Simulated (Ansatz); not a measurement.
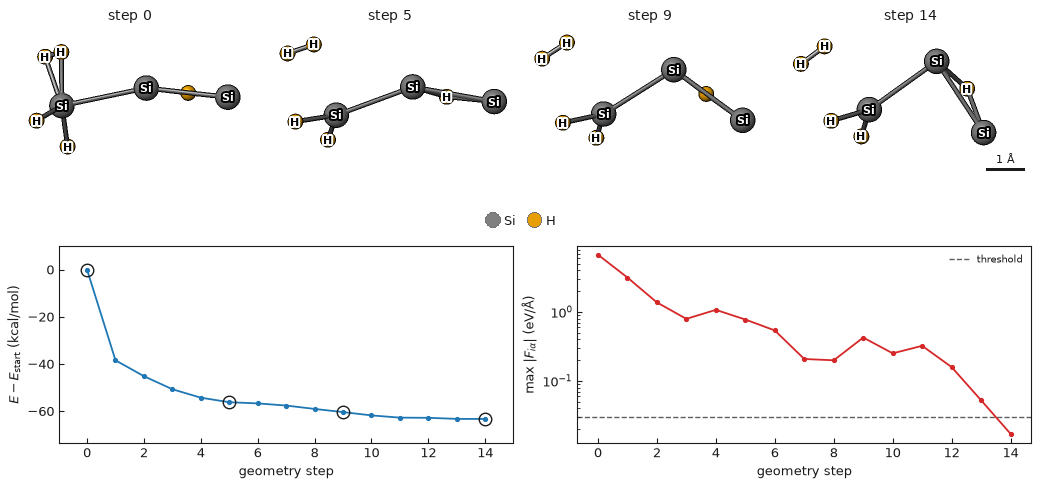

Frames of a relaxation of Si$_{3}$H$_{5}$ (charge +1), marked on the history of the run. Style: ball-and-stick. Shown face on.

It is one of the separated reactants of a reaction.

The calculation used RKS PBE-D4/def2-SVP in Ansatz. Settings: force threshold 0.03 eV/Å; at most 250 steps.

**Describe the path.**

The atom that moves furthest after the best rigid fit is a Si atom (1.14 Å). By element the largest moves are Si 1.14 Å, H 0.67 Å. Some distances before and after: H–Si 1.478 → 2.324 Å, H–Si 1.420 → 2.178 Å, Si–Si 2.398 → 2.273 Å, H–H 0.690 → 0.784 Å. Bonds break: H–Si (1.42 → 2.18 Å), H–Si (1.48 → 2.32 Å). Bond angles that change, for instance: Si–Si–Si 157.6° → 87.5°, Si–Si–H 112.6° → 86.3°, Si–Si–H 104.7° → 127.1°. Groups turn about Si–Si by about 35°. Over 14 geometry steps the energy falls by 63.3 kcal/mol. Largest force component: 6.7 eV/Å at the start, 0.017 eV/Å at the end. The run took 19 s on 2 threads of Arm Neoverse V1, on a shared host. From step 0 to 5: a Si atom moves most (0.51 Å), energy −56.2 kcal/mol. From step 5 to 9: a Si atom moves most (0.60 Å), energy −4.19 kcal/mol. From step 9 to 14: a Si atom moves most (0.61 Å), energy −2.90 kcal/mol.
